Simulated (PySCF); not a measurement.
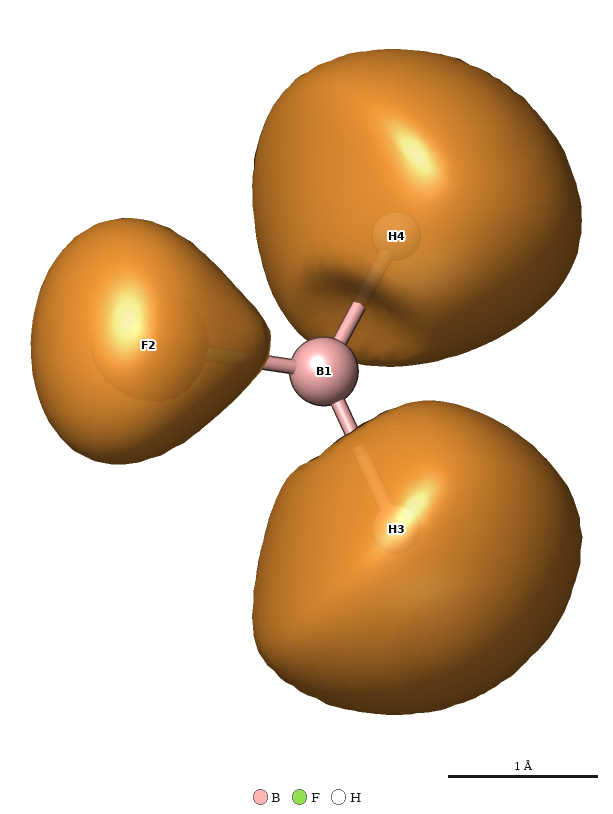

Figure 1: BFH2. Isosurface of the electron localisation function at 0.75 (orange), seen at a tilt. Core shells and regions of very low density are left out.

Geometry: GFN2-xTB.

Method: PySCF 2.14.0, PBE0/def2-SVPD, SCF density, gas phase.

Question: Identify the bonds, lone pairs and shells in this picture.

Answer: The surface consists of two regions around hydrogen nuclei and one region on F in which the atom's valence shell and bonds are merged. Along the contacts the grid gives the following. B–F (1.31 Å): the ELF peaks at about 0.85 between the atoms (a shared but strongly polarised pair). B–H (1.17 Å): the ELF climbs to about 1 towards the hydrogen, as it does in any bond to H: an ordinary covalent bond to hydrogen.
